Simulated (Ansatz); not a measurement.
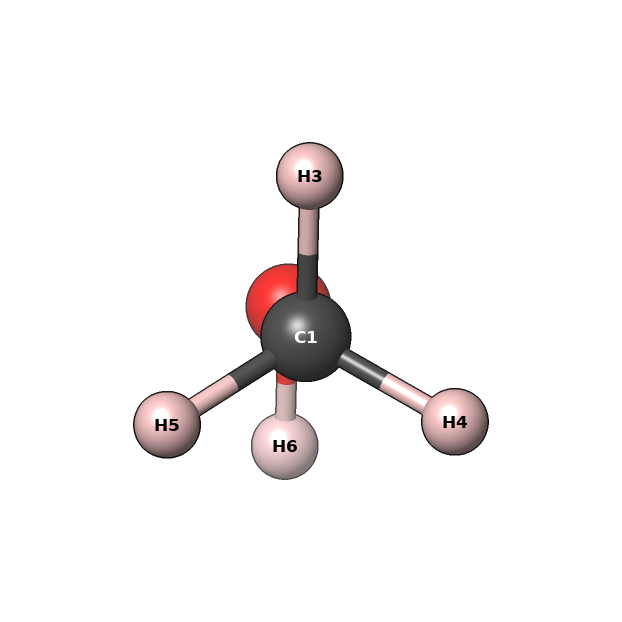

O2 lies behind C1. The molecule seen nearly along the C1–O2 bond, C1 in front. Atoms fade into the background with distance from the viewer. Computed geometry: PBE0-D4/def2-TZVP optimisation. No frequency run is at hand to confirm it as a minimum.

What is the torsion angle H3–C1–O2–H6? The sign is positive where the front bond must turn clockwise to cover the back bond.

180°, antiperiplanar (anti).
